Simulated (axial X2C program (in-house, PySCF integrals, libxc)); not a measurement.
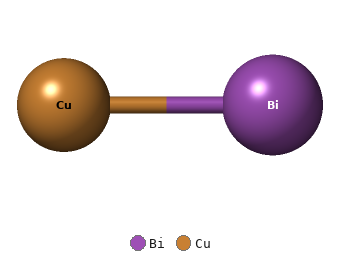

Fig. 1: The molecule at the reference distance of 2.508 Å.

**Relativistic diatomic calculation, with input and output: BiCu**

- system: BiCu, single determinant with Ω = 0.
- method: B3LYP, two-component X2C with atomic mean-field Coulomb and Gaunt terms, Bi dyall-v3z, Cu dyall-v3z (cores contracted) (axial X2C program (in-house, PySCF integrals, libxc))

### Results in brief

```tsv
quantity	value
outcome	converged
bond length rₑ	2.528 Å
ωₑ	187.2 cm⁻¹
energy at the minimum	−23197.96634 hartree
depth below the fragments	1.72 eV
hardware	1 CPU thread, shared host
wall time	15 s
```

### Input file
```
{"zs": [83, 29], "q": 0, "bas": ["dyall-v3z", "dyall-v3z"], "levels": ["PBE0", "HF", "r2SCAN", "B3LYP"], "cc": false, "r0": 2.63, "npts": 10, "nst": 2, "ntry": 6}
```

The line is the task of a batch: nuclear charges, charge, bases, the levels to run, a first guess of the distance and further settings. This report covers B3LYP with spin-orbit coupling. The log is that of the reference distance 2.508 Å.

Launched within a batch (the task file carries these settings):
```bash
python <driver script> task.json out
```

### The program's output
```
two-component X2C + atomic mean field  B3LYP
basis functions 244  fitting functions 1430  grid points 5802
iter        total energy     max residual
   1     -23197.964381048     1.24e-01
   2     -23197.965684927     9.59e-03
   3     -23197.963232060     2.77e-02
   4     -23197.966125740     2.19e-03
   5     -23197.966229295     3.17e-03
   6     -23197.966295762     2.38e-04
   7     -23197.966296217     1.26e-04
   8     -23197.966296289     3.24e-05
   9     -23197.966296295     7.07e-06
  10     -23197.966296296     4.33e-06
converged
one-electron -32743.91488487  Coulomb 9531.91562870  exact exchange -92.76761612  xc functional -379.46784628  nuclear repulsion 507.86664541  atomic mean-field constant -21.59822313
```

### The points of the curve

| R (Å) | E (hartree) | dipole (D; origin at the first atom, positive when the second is positive) | highest filled (eV) | lowest empty (eV) |
| --- | --- | --- | --- | --- |
| 2.182 | −23197.943132 | 0.57 | −5.24 | −3.13 |
| 2.282 | −23197.956395 | 0.50 | −5.24 | −3.11 |
| 2.357 | −23197.962079 | 0.42 | −5.23 | −3.10 |
| 2.433 | −23197.965155 | 0.34 | −5.23 | −3.09 |
| 2.508 | −23197.966296 | 0.25 | −5.23 | −3.09 |
| 2.596 | −23197.965864 | 0.14 | −5.23 | −3.09 |
| 2.684 | −23197.964092 | 0.02 | −5.22 | −3.10 |
| 2.796 | −23197.960528 | −0.14 | −5.20 | −3.11 |
| 2.934 | −23197.955019 | −0.34 | −5.17 | −3.13 |
| 3.135 | −23197.946082 | −0.62 | −5.12 | −3.17 |

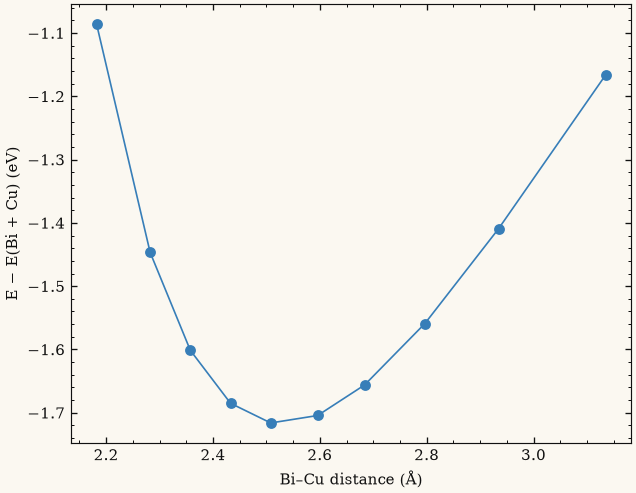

Fig. 2: Energy at 10 bond lengths, for one set of occupations held fixed; the line joins the points. A polynomial of degree 6 through 9 points gives rₑ = 2.528 Å, ωₑ = 187.2 cm⁻¹, ωₑxₑ = 0.58 cm⁻¹ and Bₑ = 0.05454 cm⁻¹. The minimum lies 1.72 eV below Bi + Cu, each computed as one determinant at the same level.

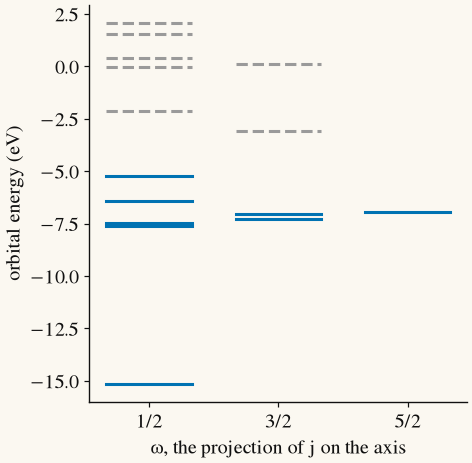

Fig. 3: Orbital energies near the frontier at 2.51 Å, filled (solid) and empty (dashed); the Kramers partners at −ω are degenerate and not drawn. The highest filled spinor (1/2; 67 % Bi p, 21 % Cu s) lies at −5.23 eV, the lowest empty one (3/2; 83 % Bi p, 12 % Cu p) at −3.09 eV.
